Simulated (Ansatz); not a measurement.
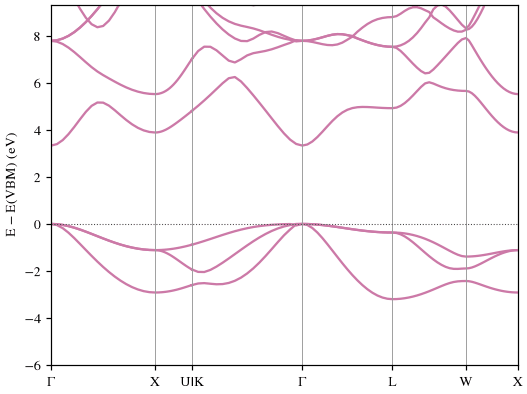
Figure. Band structure from r²SCAN (plane waves, PAW; program Ansatz)

Read off the gap and where the band edges lie.

About 3.3 eV (3.33 eV by a search for the band edges); maximum at Γ, minimum at Γ.

The material is MgSe (zinc blende, F-43m).

The cell is a constructed one: a structure type filled with these elements; the Crystallography Open Database copy checked does not list it. COD files the formula under space group No. 225, so this cell is another polymorph or a model. Whether it is the stable phase at ambient conditions was not checked. Symmetry was held in the r²SCAN relaxation; its stability against distortions is not shown here. Spin–orbit coupling is left out wherever it is not named.

Potentials: the later of the program's two PAW sets.
